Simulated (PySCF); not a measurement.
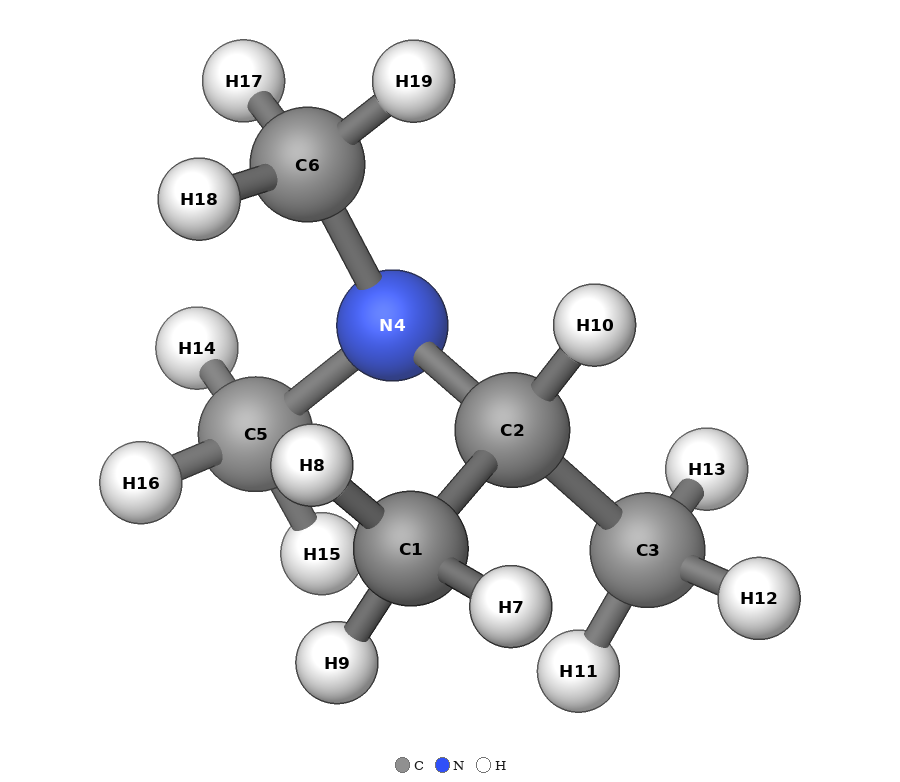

The computed structure is the end point of a GFN2-xTB optimisation. No frequency run is at hand to confirm it as a minimum. Properties computed with B3LYP/pcJ-1 indirect spin-spin coupling, non-relativistic, gas phase (PySCF 2.14.0). Isotopes: 13C, 1H, 15N.

Give the spin–spin coupling constants of these pairs, with the number of bonds between them: N4/H19, N4/H17, N4/H12, N4/H9.

```json
{"pair": "N4, H19", "bonds apart": "2", "J (Hz)": "−1.6"}
{"pair": "N4, H17", "bonds apart": "2", "J (Hz)": "−2.6"}
{"pair": "N4, H12", "bonds apart": "3", "J (Hz)": "−7.2"}
{"pair": "N4, H9", "bonds apart": "3", "J (Hz)": "−0.6"}
```
